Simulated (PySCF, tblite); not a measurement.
# C₄H₂F₆: a rotation path, then NMR shifts on frames

Aim: move C₄H₂F₆ (`C=C(F)C(F)(F)C(F)(F)F`) away from its starting geometry and see how NMR shifts follow the geometry.

Computed with tblite 0.8.0 and PySCF 2.14.0, with density-fitted response routines of our own, on a single molecule in the gas phase. Atoms count from 0, in the outputs and in this text.

**1. The molecule as given**

12 atoms, charge 0, multiplicity 1; geometry from: GFN2-xTB.

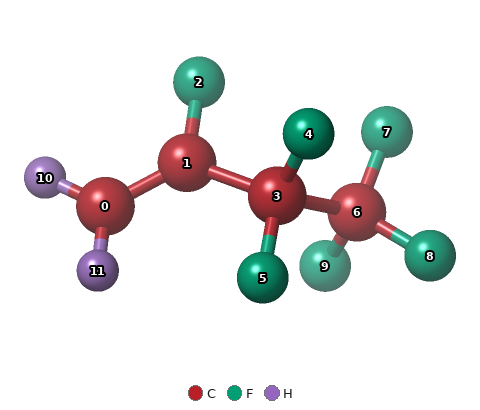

The starting geometry (carbon red, fluorine teal, hydrogen purple), atoms numbered; sticks join atoms by distance.

**2. The rotation path with GFN2-xTB**

What the job is given:

```
{"job": {"kind": "neb", "xc": "GFN2-xTB", "basis": "xTB", "atoms": [4, 3, 6, 9], "turn": 120}, "charge": 0, "multiplicity": 1}
C      1.935559    -0.359934    -0.535549
C      0.947910    -0.144715     0.309036
F      0.938386    -0.651308     1.550125
C     -0.296716     0.669741     0.018388
F     -0.391286     1.748800     0.828954
F     -0.262431     1.142952    -1.246488
C     -1.596456    -0.175206     0.175251
F     -1.830452    -0.485582     1.444465
F     -2.658081     0.471864    -0.292015
F     -1.481685    -1.316576    -0.511530
H      2.779286    -0.957991    -0.242040
H      1.917164     0.057268    -1.524623
```

Method: GFN2-xTB climbing-image nudged elastic band, gas phase.

Command:

```bash
> OMP_NUM_THREADS=1 python probes_run.py task.json out
```

The driver reads the jobs from task.json and runs them one after another.

What it wrote:

```text
image   E - E0 / eV
  0      -0.0000
  1       0.0104
  2       0.0354
  3       0.0603
  4       0.0710
  5       0.0618
  6       0.0380
  7       0.0122
  8      -0.0002
```

Wall time 3.6 s (1 thread of Arm Neoverse N1, shared host); peak memory 0.18 GiB.

The final band, with the dihedral F4–C3–C6–F9:

```
image  dihedral (°)  energy (eV)  energy (kcal/mol)
    0          -174        0.000                0.0
    1          -160        0.010                0.2
    2          -145        0.035                0.8
    3          -130        0.060                1.4
    4          -115        0.071                1.6
    5          -100        0.062                1.4
    6           -85        0.038                0.9
    7           -70        0.012                0.3
    8           -54        0.000                0.0
```

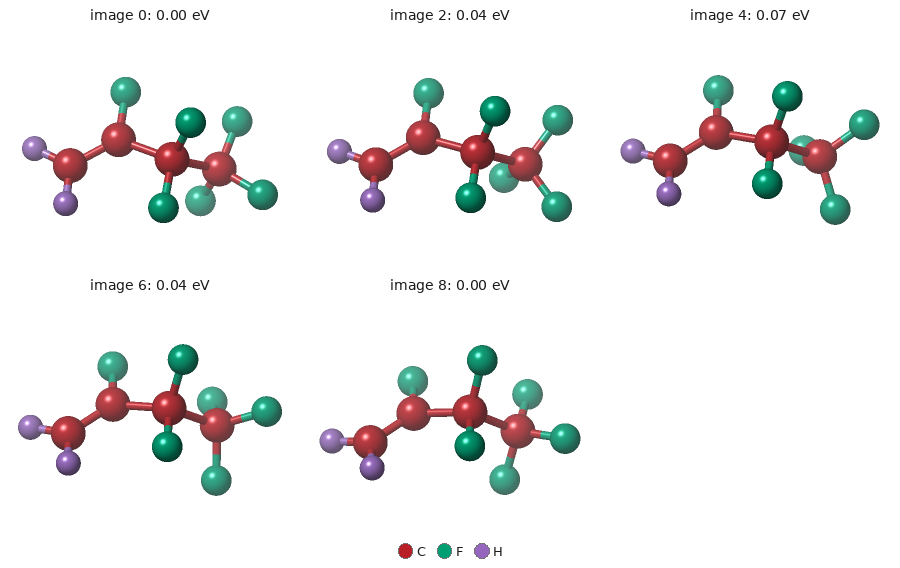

Images along the band.

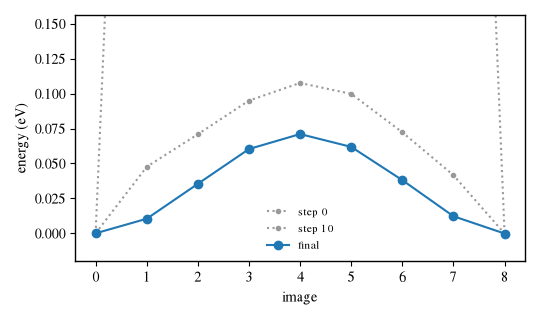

Energy along the band, early and final.

**3. Nuclear shieldings: image 0, PBE0/pcSseg-1**

What the job is given:

```
{"job": {"kind": "nmr", "xc": "PBE0", "basis": "pcSseg-1", "pop": false}, "charge": 0, "multiplicity": 1}
C      1.935600    -0.359900    -0.535500
C      0.947900    -0.144700     0.309000
F      0.938400    -0.651300     1.550100
C     -0.296700     0.669700     0.018400
F     -0.391300     1.748800     0.829000
F     -0.262400     1.143000    -1.246500
C     -1.596500    -0.175200     0.175300
F     -1.830500    -0.485600     1.444500
F     -2.658100     0.471900    -0.292000
F     -1.481700    -1.316600    -0.511500
H      2.779300    -0.958000    -0.242000
H      1.917200     0.057300    -1.524600
```

Method: GIAO PBE0/pcSseg-1 NMR shielding, non-relativistic, gas phase.

What it wrote:

```text
coarse grid: 12104 points
cycle   1  E = -751.5085953335  dE =  1.770e+00  |g| = 1.219e+00  |ddm| = 3.102e+00
cycle   2  E = -751.1018853673  dE =  4.067e-01  |g| = 2.033e+00  |ddm| = 1.712e+00
cycle   3  E = -751.7584263922  dE = -6.565e-01  |g| = 9.671e-02  |ddm| = 1.130e+00
cycle   4  E = -751.7589862533  dE = -5.599e-04  |g| = 8.414e-02  |ddm| = 1.458e-01
cycle   5  E = -751.7604676447  dE = -1.481e-03  |g| = 1.534e-02  |ddm| = 6.722e-02
cycle   6  E = -751.7605112007  dE = -4.356e-05  |g| = 4.592e-03  |ddm| = 1.278e-02
cycle   7  E = -751.7605156575  dE = -4.457e-06  |g| = 1.179e-03  |ddm| = 3.747e-03
final grid: 125200 points
cycle   8  E = -751.8584443085  dE = -5.860e-05  |g| = 7.393e-03  |ddm| = 2.462e-02
cycle   9  E = -751.8584349442  dE =  9.364e-06  |g| = 1.101e-02  |ddm| = 1.131e-02
cycle  10  E = -751.8584547649  dE = -1.982e-05  |g| = 7.960e-04  |ddm| = 6.263e-03
cycle  11  E = -751.8584548794  dE = -1.145e-07  |g| = 2.466e-04  |ddm| = 7.517e-04
cycle  12  E = -751.8584548885  dE = -9.035e-09  |g| = 1.025e-04  |ddm| = 2.025e-04
cycle  13  E = -751.8584548903  dE = -1.883e-09  |g| = 2.349e-05  |ddm| = 7.840e-05
cycle  14  E = -751.8584548905  dE = -1.105e-10  |g| = 9.323e-06  |ddm| = 2.361e-05
converged SCF energy = -751.8584548905

GIAO shielding tensors (ppm)
atom      isotropic    diamagn.    paramagn.     s11        s22        s33       span
  0 C       80.710     256.833    -176.123    -27.112     96.726    172.516    199.628
  1 C       20.447     252.632    -232.185    -82.395     69.472     74.262    156.657
  2 F      288.909     474.176    -185.267    201.065    287.366    378.296    177.230
  3 C       70.402     240.177    -169.775     55.081     73.594     82.532     27.451
  4 F      305.737     471.312    -165.575    213.458    343.302    360.453    146.994
  5 F      313.836     473.437    -159.601    225.507    348.232    367.770    142.262
  6 C       58.696     242.821    -184.124     49.098     60.809     66.182     17.084
  7 F      263.234     471.540    -208.307    188.904    263.464    337.333    148.430
  8 F      271.505     469.224    -197.719    196.448    267.016    351.052    154.604
  9 F      261.471     474.022    -212.551    187.783    254.674    341.956    154.173
 10 H       26.024      28.563      -2.539     23.039     24.581     30.452      7.414
 11 H       25.980      30.902      -4.922     23.130     24.150     30.660      7.530
```

Wall time 35 s (1 thread of Arm Neoverse N1, shared host); peak memory 0.81 GiB.

Shifts follow as δ = σ(reference) − σ, with reference shieldings (ppm) from runs at the same level and on the same kind of geometry: ¹H TMS 31.72, ¹³C TMS 186.9, ¹⁹F CFCl3 170.9. The references are single molecules in the gas phase, so shifts against H2O, NH3, PH3, H3PO4 or CFCl3 are not on the usual liquid scales and can be off by tens of ppm. Each atom is listed at this fixed geometry, with no averaging over motion; a spectrum would average atoms that exchange fast.

```
atoms                                         environment  σ (ppm)  δ (ppm)
   C1                     fully substituted alkene carbon     20.4    166.5
   C6                                          CF3 carbon     58.7    128.2
   C3  allylic fully substituted sp3 carbon bonded to 2 F     70.4    116.5
   C0                                terminal =CH2 carbon     80.7    106.2
  H11                  hydrogen on a terminal =CH2 carbon    25.98     5.74
  H10                  hydrogen on a terminal =CH2 carbon    26.02     5.69
   F9                             fluorine of a CF3 group    261.5    -90.5
   F7                             fluorine of a CF3 group    263.2    -92.3
   F8                             fluorine of a CF3 group    271.5   -100.6
   F2                                    vinylic fluorine    288.9   -118.0
   F4                             fluorine of a CF2 group    305.7   -134.8
   F5                             fluorine of a CF2 group    313.8   -142.9
```

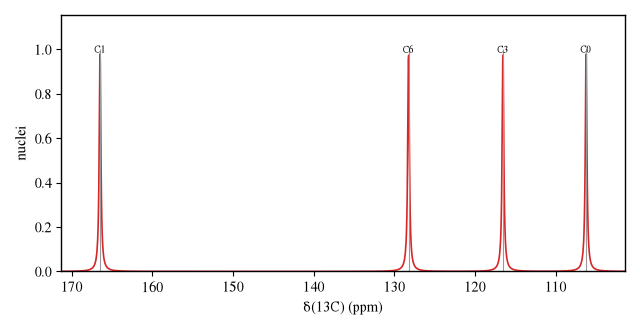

¹³C lines at the computed shifts, without couplings. Lines are broadened to a width of 0.24 ppm (Lorentzian).

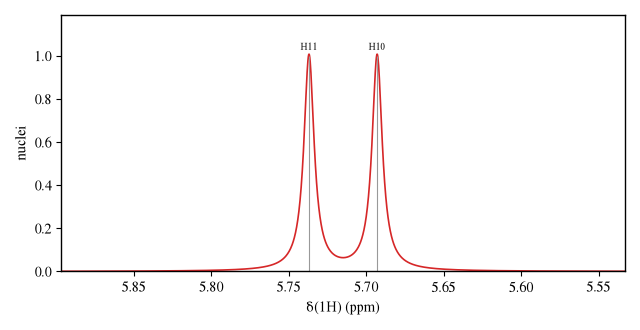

¹H lines at the computed shifts, without couplings. Lines are broadened to a width of 0.01 ppm (Lorentzian).

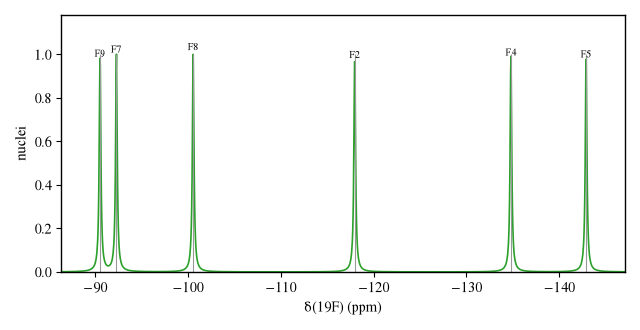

¹⁹F lines at the computed shifts, without couplings. Lines are broadened to a width of 0.21 ppm (Lorentzian).

**4. NMR shieldings: image 2, PBE0/pcSseg-1**

What the job is given:

```
{"job": {"kind": "nmr", "xc": "PBE0", "basis": "pcSseg-1", "pop": false}, "charge": 0, "multiplicity": 1}
C      1.924100    -0.325300    -0.614800
C      0.953400    -0.192600     0.264900
F      0.948100    -0.837900     1.440300
C     -0.282500     0.667200     0.088500
F     -0.342200     1.654600     1.010900
F     -0.253300     1.275900    -1.115700
C     -1.601100    -0.171200     0.194100
F     -2.139900    -0.070700     1.401800
F     -2.502100     0.232100    -0.695500
F     -1.363600    -1.464100    -0.044100
H      2.757600    -0.971600    -0.406300
H      1.902700     0.203000    -1.550100
```

Level: GIAO PBE0/pcSseg-1 NMR shielding, non-relativistic, gas phase.

What it wrote:

```text
coarse grid: 12104 points
cycle   1  E = -751.5045198830  dE =  1.775e+00  |g| = 1.222e+00  |ddm| = 3.112e+00
cycle   2  E = -751.0928546193  dE =  4.117e-01  |g| = 2.043e+00  |ddm| = 1.720e+00
cycle   3  E = -751.7556685933  dE = -6.628e-01  |g| = 9.658e-02  |ddm| = 1.132e+00
cycle   4  E = -751.7562240342  dE = -5.554e-04  |g| = 8.404e-02  |ddm| = 1.459e-01
cycle   5  E = -751.7576903047  dE = -1.466e-03  |g| = 1.534e-02  |ddm| = 6.728e-02
cycle   6  E = -751.7577340219  dE = -4.372e-05  |g| = 4.596e-03  |ddm| = 1.282e-02
cycle   7  E = -751.7577385268  dE = -4.505e-06  |g| = 1.162e-03  |ddm| = 3.772e-03
final grid: 125200 points
cycle   8  E = -751.8555995113  dE = -5.845e-05  |g| = 7.626e-03  |ddm| = 2.691e-02
cycle   9  E = -751.8555892993  dE =  1.021e-05  |g| = 1.140e-02  |ddm| = 1.184e-02
cycle  10  E = -751.8556105372  dE = -2.124e-05  |g| = 7.769e-04  |ddm| = 6.636e-03
cycle  11  E = -751.8556106465  dE = -1.093e-07  |g| = 2.390e-04  |ddm| = 7.610e-04
cycle  12  E = -751.8556106550  dE = -8.505e-09  |g| = 9.768e-05  |ddm| = 2.041e-04
cycle  13  E = -751.8556106565  dE = -1.463e-09  |g| = 2.006e-05  |ddm| = 7.053e-05
cycle  14  E = -751.8556106566  dE = -7.117e-11  |g| = 7.167e-06  |ddm| = 1.846e-05
converged SCF energy = -751.8556106566

GIAO shielding tensors (ppm)
atom      isotropic    diamagn.    paramagn.     s11        s22        s33       span
  0 C       81.924     257.093    -175.169    -24.800     98.000    172.572    197.373
  1 C       19.938     252.692    -232.754    -83.296     69.068     74.040    157.336
  2 F      290.502     474.226    -183.724    198.786    292.313    380.406    181.621
  3 C       69.246     241.100    -171.854     54.963     72.412     80.362     25.399
  4 F      298.162     471.059    -172.896    208.036    327.773    358.678    150.642
  5 F      306.522     473.251    -166.729    227.239    342.467    349.859    122.620
  6 C       58.296     242.280    -183.985     48.428     61.376     65.083     16.655
  7 F      260.300     469.765    -209.466    184.792    265.681    330.426    145.634
  8 F      264.569     469.612    -205.043    191.020    265.001    337.686    146.666
  9 F      255.613     473.914    -218.301    186.639    245.040    335.162    148.523
 10 H       26.105      28.609      -2.504     23.155     24.604     30.555      7.400
 11 H       26.008      30.950      -4.942     23.253     24.099     30.673      7.421
```

Wall time 35 s (1 thread of Arm Neoverse N1, shared host); peak memory 0.86 GiB.

Key values: δ C1 167.0, C6 128.6, C3 117.7, C0 105.0, H11 5.71, H10 5.61 ppm.

**5. Nuclear shieldings: image 4, PBE0/pcSseg-1**

What the job is given:

```
{"job": {"kind": "nmr", "xc": "PBE0", "basis": "pcSseg-1", "pop": false}, "charge": 0, "multiplicity": 1}
C      1.906900    -0.289200    -0.697200
C      0.963500    -0.235300     0.220100
F      1.007000    -0.977700     1.335600
C     -0.268100     0.648000     0.172900
F     -0.282200     1.524000     1.203100
F     -0.258900     1.391600    -0.954000
C     -1.609700    -0.167400     0.210000
F     -2.435700     0.295000     1.138800
F     -2.228800    -0.095700    -0.966500
F     -1.399300    -1.459900     0.459100
H      2.737400    -0.960700    -0.571400
H      1.869100     0.326600    -1.576500
```

Level: GIAO PBE0/pcSseg-1 NMR shielding, non-relativistic, gas phase.

What it wrote:

```text
coarse grid: 12104 points
cycle   1  E = -751.4990252124  dE =  1.776e+00  |g| = 1.226e+00  |ddm| = 3.121e+00
cycle   2  E = -751.0824579886  dE =  4.166e-01  |g| = 2.053e+00  |ddm| = 1.720e+00
cycle   3  E = -751.7519326454  dE = -6.695e-01  |g| = 9.572e-02  |ddm| = 1.131e+00
cycle   4  E = -751.7524562325  dE = -5.236e-04  |g| = 8.383e-02  |ddm| = 1.434e-01
cycle   5  E = -751.7539084296  dE = -1.452e-03  |g| = 1.539e-02  |ddm| = 6.677e-02
cycle   6  E = -751.7539524159  dE = -4.399e-05  |g| = 4.655e-03  |ddm| = 1.282e-02
cycle   7  E = -751.7539570224  dE = -4.606e-06  |g| = 1.168e-03  |ddm| = 3.771e-03
final grid: 125200 points
cycle   8  E = -751.8536700598  dE = -6.409e-05  |g| = 8.280e-03  |ddm| = 2.561e-02
cycle   9  E = -751.8536573133  dE =  1.275e-05  |g| = 1.254e-02  |ddm| = 1.278e-02
cycle  10  E = -751.8536826527  dE = -2.534e-05  |g| = 7.254e-04  |ddm| = 7.251e-03
cycle  11  E = -751.8536827493  dE = -9.655e-08  |g| = 2.762e-04  |ddm| = 7.542e-04
cycle  12  E = -751.8536827609  dE = -1.161e-08  |g| = 9.404e-05  |ddm| = 2.322e-04
cycle  13  E = -751.8536827621  dE = -1.220e-09  |g| = 1.935e-05  |ddm| = 6.649e-05
cycle  14  E = -751.8536827622  dE = -6.776e-11  |g| = 5.374e-06  |ddm| = 1.610e-05
converged SCF energy = -751.8536827622

GIAO shielding tensors (ppm)
atom      isotropic    diamagn.    paramagn.     s11        s22        s33       span
  0 C       81.276     256.864    -175.588    -25.527     97.083    172.273    197.800
  1 C       20.288     252.791    -232.503    -82.641     69.289     74.217    156.858
  2 F      287.400     474.210    -186.810    194.223    289.952    378.025    183.802
  3 C       69.782     241.168    -171.387     54.646     72.414     82.285     27.639
  4 F      295.114     470.949    -175.836    212.065    322.806    350.469    138.404
  5 F      302.247     473.340    -171.093    218.039    341.080    347.623    129.584
  6 C       58.078     241.781    -183.703     48.540     62.181     63.513     14.973
  7 F      261.216     468.582    -207.366    186.980    267.381    329.288    142.308
  8 F      260.798     470.524    -209.727    187.700    261.561    333.132    145.432
  9 F      256.094     473.453    -217.359    184.981    250.433    332.868    147.887
 10 H       26.082      28.562      -2.479     23.173     24.554     30.519      7.346
 11 H       26.008      30.920      -4.912     23.226     24.141     30.657      7.431
```

Wall time 35 s (1 thread of Arm Neoverse N1, shared host); peak memory 0.86 GiB.

This run: δ C1 166.6, C6 128.8, C3 117.1, C0 105.6, H11 5.71, H10 5.63 ppm.

**6. Nuclear shieldings: image 6, PBE0/pcSseg-1**

What the job is given:

```
{"job": {"kind": "nmr", "xc": "PBE0", "basis": "pcSseg-1", "pop": false}, "charge": 0, "multiplicity": 1}
C      1.884400    -0.240100    -0.767700
C      0.960400    -0.274400     0.170300
F      1.022800    -1.140400     1.192200
C     -0.256000     0.626800     0.254100
F     -0.228800     1.392800     1.368600
F     -0.274300     1.480000    -0.794100
C     -1.603500    -0.161800     0.232000
F     -2.602200     0.561200     0.723700
F     -1.906700    -0.482600    -1.027600
F     -1.542100    -1.293400     0.926600
H      2.705600    -0.933500    -0.727600
H      1.841600     0.464800    -1.576600
```

Level: GIAO PBE0/pcSseg-1 NMR shielding, non-relativistic, gas phase.

What it wrote:

```text
coarse grid: 12104 points
cycle   1  E = -751.5032456960  dE =  1.773e+00  |g| = 1.223e+00  |ddm| = 3.110e+00
cycle   2  E = -751.0923872996  dE =  4.109e-01  |g| = 2.042e+00  |ddm| = 1.714e+00
cycle   3  E = -751.7547158596  dE = -6.623e-01  |g| = 9.591e-02  |ddm| = 1.130e+00
cycle   4  E = -751.7552408181  dE = -5.250e-04  |g| = 8.411e-02  |ddm| = 1.435e-01
cycle   5  E = -751.7567166412  dE = -1.476e-03  |g| = 1.530e-02  |ddm| = 6.679e-02
cycle   6  E = -751.7567598946  dE = -4.325e-05  |g| = 4.649e-03  |ddm| = 1.271e-02
cycle   7  E = -751.7567644438  dE = -4.549e-06  |g| = 1.183e-03  |ddm| = 3.750e-03
final grid: 125200 points
cycle   8  E = -751.8563613388  dE = -6.427e-05  |g| = 8.141e-03  |ddm| = 2.370e-02
cycle   9  E = -751.8563491798  dE =  1.216e-05  |g| = 1.231e-02  |ddm| = 1.237e-02
cycle  10  E = -751.8563734850  dE = -2.431e-05  |g| = 7.126e-04  |ddm| = 7.011e-03
cycle  11  E = -751.8563735773  dE = -9.228e-08  |g| = 2.784e-04  |ddm| = 7.247e-04
cycle  12  E = -751.8563735894  dE = -1.211e-08  |g| = 9.286e-05  |ddm| = 2.198e-04
cycle  13  E = -751.8563735908  dE = -1.375e-09  |g| = 2.077e-05  |ddm| = 6.916e-05
cycle  14  E = -751.8563735909  dE = -7.822e-11  |g| = 7.193e-06  |ddm| = 1.867e-05
converged SCF energy = -751.8563735909

GIAO shielding tensors (ppm)
atom      isotropic    diamagn.    paramagn.     s11        s22        s33       span
  0 C       79.749     256.489    -176.740    -28.248     95.537    171.957    200.205
  1 C       20.786     252.761    -231.975    -81.575     69.775     74.158    155.733
  2 F      285.792     474.177    -188.385    197.035    286.307    374.033    176.998
  3 C       70.953     240.191    -169.238     54.860     73.478     84.523     29.663
  4 F      302.504     471.195    -168.691    216.620    338.247    352.646    136.026
  5 F      309.657     473.573    -163.916    215.614    353.057    360.301    144.686
  6 C       58.459     242.345    -183.886     49.250     61.375     64.752     15.502
  7 F      268.364     468.666    -200.301    193.904    266.419    344.769    150.865
  8 F      263.122     472.577    -209.454    187.231    260.882    341.254    154.022
  9 F      263.051     472.814    -209.763    190.970    260.544    337.639    146.669
 10 H       25.983      28.509      -2.526     23.033     24.507     30.409      7.376
 11 H       25.947      30.807      -4.860     23.065     24.181     30.595      7.530
```

Wall time 34 s (1 thread of Arm Neoverse N1, shared host); peak memory 0.86 GiB.

This run: δ C1 166.1, C6 128.5, C3 116.0, C0 107.2, H11 5.77, H10 5.73 ppm.

**7. Nuclear shieldings: image 8, PBE0/pcSseg-1**

What the job is given:

```
{"job": {"kind": "nmr", "xc": "PBE0", "basis": "pcSseg-1", "pop": false}, "charge": 0, "multiplicity": 1}
C      1.859600    -0.184900    -0.829400
C      0.951500    -0.309800     0.116700
F      0.981700    -1.301600     1.018500
C     -0.237200     0.607700     0.323700
F     -0.176100     1.243900     1.516300
F     -0.257100     1.571000    -0.623500
C     -1.591300    -0.160000     0.249900
F     -2.621600     0.677300     0.208500
F     -1.630600    -0.907900    -0.857400
F     -1.757800    -0.966000     1.291500
H      2.669400    -0.888500    -0.900200
H      1.810600     0.618100    -1.540600
```

Method: GIAO PBE0/pcSseg-1 NMR shielding, non-relativistic, gas phase.

What it wrote:

```text
coarse grid: 12104 points
cycle   1  E = -751.5084544930  dE =  1.768e+00  |g| = 1.219e+00  |ddm| = 3.103e+00
cycle   2  E = -751.1022650205  dE =  4.062e-01  |g| = 2.032e+00  |ddm| = 1.712e+00
cycle   3  E = -751.7581157289  dE = -6.559e-01  |g| = 9.667e-02  |ddm| = 1.130e+00
cycle   4  E = -751.7586731360  dE = -5.574e-04  |g| = 8.417e-02  |ddm| = 1.458e-01
cycle   5  E = -751.7601562387  dE = -1.483e-03  |g| = 1.531e-02  |ddm| = 6.727e-02
cycle   6  E = -751.7601996145  dE = -4.338e-05  |g| = 4.594e-03  |ddm| = 1.276e-02
cycle   7  E = -751.7602040726  dE = -4.458e-06  |g| = 1.179e-03  |ddm| = 3.747e-03
final grid: 125200 points
cycle   8  E = -751.8584525397  dE = -5.946e-05  |g| = 7.933e-03  |ddm| = 2.491e-02
cycle   9  E = -751.8584408639  dE =  1.168e-05  |g| = 1.204e-02  |ddm| = 1.213e-02
cycle  10  E = -751.8584642046  dE = -2.334e-05  |g| = 7.070e-04  |ddm| = 6.939e-03
cycle  11  E = -751.8584642975  dE = -9.294e-08  |g| = 2.520e-04  |ddm| = 7.034e-04
cycle  12  E = -751.8584643071  dE = -9.575e-09  |g| = 9.688e-05  |ddm| = 2.082e-04
cycle  13  E = -751.8584643086  dE = -1.475e-09  |g| = 1.937e-05  |ddm| = 6.854e-05
cycle  14  E = -751.8584643086  dE = -6.457e-11  |g| = 7.050e-06  |ddm| = 1.795e-05
converged SCF energy = -751.8584643086

GIAO shielding tensors (ppm)
atom      isotropic    diamagn.    paramagn.     s11        s22        s33       span
  0 C       80.768     256.803    -176.035    -26.986     96.728    172.562    199.548
  1 C       20.393     252.619    -232.225    -82.366     69.384     74.163    156.529
  2 F      288.810     474.197    -185.387    200.958    287.511    377.961    177.003
  3 C       70.380     240.165    -169.786     55.084     73.626     82.428     27.344
  4 F      305.239     471.367    -166.128    213.019    342.571    360.127    147.108
  5 F      313.680     473.450    -159.770    225.383    347.879    367.778    142.395
  6 C       58.687     242.826    -184.139     49.070     60.836     66.157     17.087
  7 F      271.389     469.232    -197.842    196.310    266.853    351.005    154.694
  8 F      261.769     473.986    -212.216    188.129    255.041    342.138    154.010
  9 F      263.109     471.527    -208.418    188.770    263.197    337.360    148.590
 10 H       26.026      28.550      -2.525     23.046     24.577     30.454      7.408
 11 H       25.976      30.881      -4.905     23.138     24.144     30.645      7.507
```

Run time: 35 s. Hardware: 1 thread of Arm Neoverse N1, shared host; peak memory 0.86 GiB.

In short: δ C1 166.5, C6 128.2, C3 116.5, C0 106.2, H11 5.74, H10 5.69 ppm.

**8. Comparing the runs: NMR shifts**

Shifts (ppm) of some atoms, chosen among heavy atoms and hydrogens apart, with basis size and wall time:

```
  frame   H11   H10     F9      F7      F8      F4      F5  functions  time
image 0  5.74  5.69  -90.5   -92.3  -100.6  -134.8  -142.9        180  35 s
image 2  5.71  5.61  -84.7   -89.4   -93.6  -127.2  -135.6        180  35 s
image 4  5.71  5.63  -85.1   -90.3   -89.9  -124.2  -131.3        180  35 s
image 6  5.77  5.73  -92.1   -97.4   -92.2  -131.6  -138.7        180  34 s
image 8  5.74  5.69  -92.2  -100.4   -90.8  -134.3  -142.7        180  35 s
```

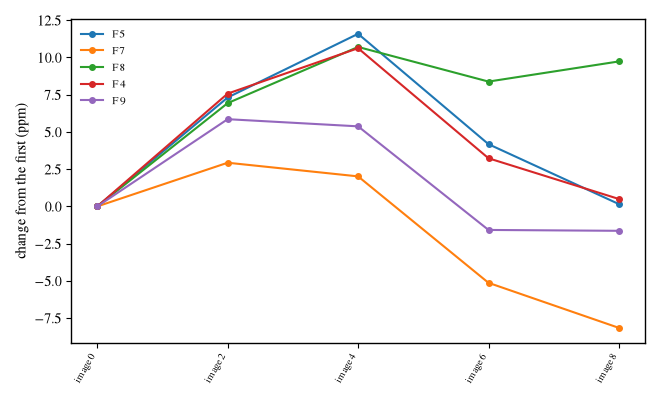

How five of the tabulated atoms move from run to run.

**9. What came out**

| quantity | value |
| --- | --- |
| barrier | 0.071 eV (1.6 kcal/mol) at image 4 |
| end to end (GFN2-xTB) | 0.000 eV |
| ¹³C shifts against TMS (PBE0/pcSseg-1, image 0) | 166.5, 128.2, 116.5, 106.2 ppm |
| ¹H shifts against TMS (PBE0/pcSseg-1, image 0) | 5.74, 5.69 ppm |
| ¹⁹F shifts against CFCl3 (PBE0/pcSseg-1, image 0) | -90.5, -92.3, -100.6, -118.0, -134.8, -142.9 ppm |
| range of the shift of F5 | -142.9 to -131.3 ppm |

In words: Along the band the dihedral turns by 120°, and the top (dihedral -115°) lies 1.6 kcal/mol above the start (GFN2-xTB, rough), so at room temperature this motion is fast. The top was not checked by a frequency run. Shifts at one fixed geometry are not the observed spectrum, which averages over the motion. In the first frame run (image 0): The widest tensor belongs to C0: span 200 ppm, with a paramagnetic part of -176 ppm. Across the 5 runs the shift of F5 moves most, between -142.9 (image 0) and -131.3 ppm (image 4).
